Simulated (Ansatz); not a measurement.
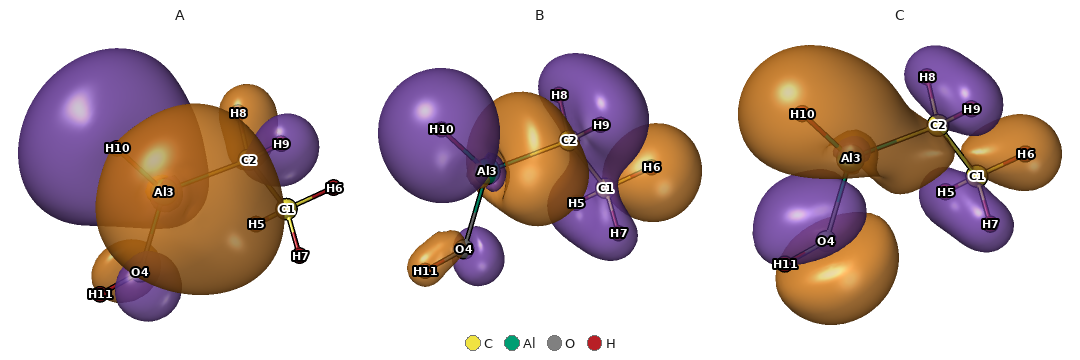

Figure 1: C$_{2}$H$_{7}$AlO. Three frontier orbitals at ±0.06 Å⁻³ᐟ² (orange and purple are the two phases), in no order.

Geometry: PBE0-D3(BJ)/pcseg-1.

Level of theory: Ansatz 0.2.0, isolated molecule in a Gaussian basis; Kohn-Sham density functional theory, functional PBE0.

Input file:

```
basis:
  gaussian:
    orbitals: def2-TZVPD
crystal:
  periodic: [false, false, false]
  atoms:
    - {symbol: C, position_ang: [1.358924, -1.092573, -2.087784]}
    - {symbol: C, position_ang: [1.920687, 0.287555, -1.751951]}
    - {symbol: Al, position_ang: [0.760595, 1.465451, -0.707795]}
    - {symbol: O, position_ang: [-0.771070, 0.831491, -0.267987]}
    - {symbol: H, position_ang: [0.431170, -1.022072, -2.668669]}
    - {symbol: H, position_ang: [2.067606, -1.694185, -2.673654]}
    - {symbol: H, position_ang: [1.115796, -1.662454, -1.182668]}
    - {symbol: H, position_ang: [2.196428, 0.827131, -2.674077]}
    - {symbol: H, position_ang: [2.874661, 0.193632, -1.205389]}
    - {symbol: H, position_ang: [1.150978, 2.942173, -0.255530]}
    - {symbol: H, position_ang: [-1.440973, 1.293678, 0.241518]}
output: {forces: true, orbitals: {seedname: orbitals}}
hamiltonian:
  xc: {name: PBE0}
```

Run with:

```sh
ansatz run input.yaml --threads 2 --pin off --max-ram 4350MiB --events-out events.jsonl --progress --plain --runs-dir runs
```

**Which picture is the HOMO−1, the HOMO and the LUMO?**

C is the HOMO−1 (−8.87 eV). It lies mainly on O4 (about 45 %), Al3 (about 20 %) and H10 (about 20 %). B is the HOMO (−7.54 eV). It lies mainly on C2 (about 35 %), Al3 (about 20 %), H10 (about 15 %), C1 (about 10 %) and H6 (about 5 %). A is the LUMO (−0.54 eV). It lies mainly on Al3 (about 75 %), H10 (about 10 %) and O4 (about 5 %).

**What is the HOMO–LUMO gap?**

7.00 eV between the orbital energies.
